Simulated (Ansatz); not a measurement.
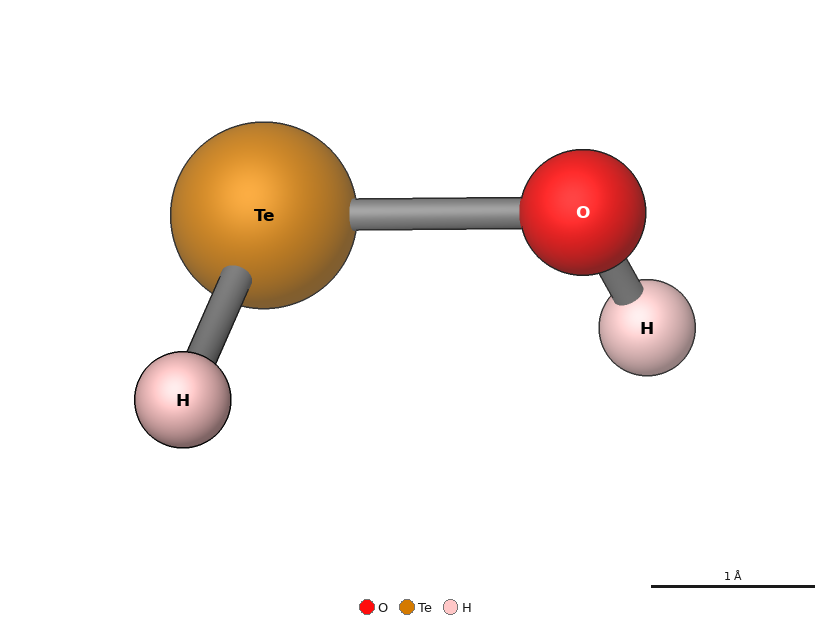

Distant atoms are faded towards the background colour. Computed geometry: PBE-D4/def2-SVP optimisation. No frequency run is at hand to confirm it as a minimum. Masses are those of the most abundant isotopes; constants are for the rigid equilibrium geometry.

### Classify the rotor and give the rotational constants (cm⁻¹).

An asymmetric top (C1): A = 4.59, B = 0.263, C = 0.255 cm⁻¹. Ray's parameter κ is −1.00, close to the prolate limit.
